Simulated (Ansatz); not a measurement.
# C6H17FO2SiSn: basis-set convergence

How large a basis does C6H17FO2SiSn need? Two functionals are run in growing sets.

Program: Ansatz 0.2.0, Gaussian basis. Level of theory: one geometry, several basis sets. These are calculated values, not measurements.

Plan: PBE0-D4/def2-SVP; ωB97M-V/def2-SVP; PBE0-D4/def2-QZVPP; ωB97M-V/def2-QZVPP; the functionals' def2-TZVPP values are taken from earlier runs.

1 further run of the same task is left out (for a known fault of the program).

## Step 1: The relaxed structure

The geometry comes from an earlier relaxation with PBE0-D4 in a triple-zeta def2 set; it is a stationary point, not always the lowest conformer. Sn takes the def2 core potential; no spin-orbit term is included.

SMILES `C[O][Sn]([F])([CH2][Si](C)(C)C)[O]C`, 28 atoms, charge 0, spin multiplicity 1.

Atoms are counted from 1 here; the program's logs count them from 0.

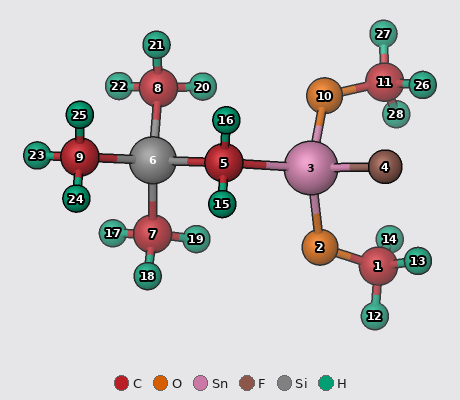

The structure; carbon red, oxygen orange, tin pink, fluorine brown, silicon grey, hydrogen teal; atoms are numbered from 1 in the order of the file.

As a file:

```xyz
28
C6H17FO2SiSn
C    -0.6331   -1.3605   -3.3355
O    -0.8599   -0.9476   -2.0067
Sn    0.3848   -1.3804   -0.5700
F     0.8044   -3.2332   -0.8964
C    -0.4215   -0.9626    1.3232
Si   -0.7410    0.8777    1.6233
C    -1.9431    1.4919    0.3302
C     0.8863    1.7905    1.5162
C    -1.4792    1.0582    3.3347
O     2.0952   -0.4895   -0.8597
C     2.9507   -0.8490   -1.9214
H    -1.5630   -1.2266   -3.8952
H    -0.3448   -2.4156   -3.4034
H     0.1436   -0.7573   -3.8217
H    -1.3465   -1.5415    1.3919
H     0.2856   -1.3670    2.0525
H    -2.1235    2.5634    0.4518
H    -2.9055    0.9799    0.4151
H    -1.5737    1.3232   -0.6852
H     1.3824    1.6255    0.5558
H     1.5731    1.4598    2.3002
H     0.7325    2.8659    1.6403
H    -1.6824    2.1093    3.5580
H    -2.4216    0.5111    3.4207
H    -0.7989    0.6802    4.1023
H     3.0688   -1.9343   -2.0156
H     3.9356   -0.4163   -1.7241
H     2.5946   -0.4552   -2.8813
```

## Step 2: PBE0-D4 in def2-SVP

in.yaml

```yaml
crystal:
  periodic: [false, false, false]
  atoms:
    - {symbol: C, position_ang: [-0.633073, -1.360453, -3.335491]}
    - {symbol: O, position_ang: [-0.859911, -0.947596, -2.006660]}
    - {symbol: Sn, position_ang: [0.384806, -1.380405, -0.569973]}
    - {symbol: F, position_ang: [0.804401, -3.233234, -0.896372]}
    - {symbol: C, position_ang: [-0.421502, -0.962627, 1.323167]}
    - {symbol: Si, position_ang: [-0.740951, 0.877682, 1.623311]}
    - {symbol: C, position_ang: [-1.943062, 1.491859, 0.330178]}
    - {symbol: C, position_ang: [0.886262, 1.790530, 1.516219]}
    - {symbol: C, position_ang: [-1.479156, 1.058191, 3.334725]}
    - {symbol: O, position_ang: [2.095178, -0.489544, -0.859719]}
    - {symbol: C, position_ang: [2.950734, -0.848991, -1.921384]}
    - {symbol: H, position_ang: [-1.563028, -1.226584, -3.895230]}
    - {symbol: H, position_ang: [-0.344798, -2.415582, -3.403395]}
    - {symbol: H, position_ang: [0.143617, -0.757298, -3.821740]}
    - {symbol: H, position_ang: [-1.346500, -1.541480, 1.391853]}
    - {symbol: H, position_ang: [0.285557, -1.366972, 2.052465]}
    - {symbol: H, position_ang: [-2.123474, 2.563403, 0.451781]}
    - {symbol: H, position_ang: [-2.905462, 0.979859, 0.415127]}
    - {symbol: H, position_ang: [-1.573707, 1.323206, -0.685155]}
    - {symbol: H, position_ang: [1.382359, 1.625492, 0.555754]}
    - {symbol: H, position_ang: [1.573119, 1.459759, 2.300156]}
    - {symbol: H, position_ang: [0.732531, 2.865946, 1.640282]}
    - {symbol: H, position_ang: [-1.682446, 2.109290, 3.558038]}
    - {symbol: H, position_ang: [-2.421580, 0.511099, 3.420679]}
    - {symbol: H, position_ang: [-0.798860, 0.680248, 4.102344]}
    - {symbol: H, position_ang: [3.068762, -1.934310, -2.015573]}
    - {symbol: H, position_ang: [3.935572, -0.416287, -1.724053]}
    - {symbol: H, position_ang: [2.594623, -0.455180, -2.881344]}
basis:
  gaussian: {orbitals: def2-SVP}
hamiltonian: {xc: pbe0, dispersion: d4}
output: {orbitals: {seedname: orbitals}}
```

Run with:

```bash
$ ansatz run in.yaml --threads 11 --pin off --events-out ev --progress --plain --max-ram 166912MiB --backend cpu
```

After this run come: ωB97M-V in def2-SVP; PBE0-D4 in def2-QZVPP; ωB97M-V in def2-QZVPP.

**Question.** What will the summary of the whole plan be? Wanted: PBE0-D4: double and triple zeta above quadruple; ωB97M-V: double and triple zeta above quadruple.

The runs gave:

| quantity | value |
| --- | --- |
| PBE0-D4: double and triple zeta above quadruple | 20.05, 1.12 eV |
| ωB97M-V: double and triple zeta above quadruple | 20.66, 1.06 eV |

PBE0-D4 gains 18.93 eV from double to triple zeta, then 1.12 eV more. Total energies overstate the basis error of differences, where much of it tends to cancel. The LUMO of ωB97M-V is positive and keeps falling with the basis (1.41 to 0.76 eV): an unbound level that the basis holds in place.
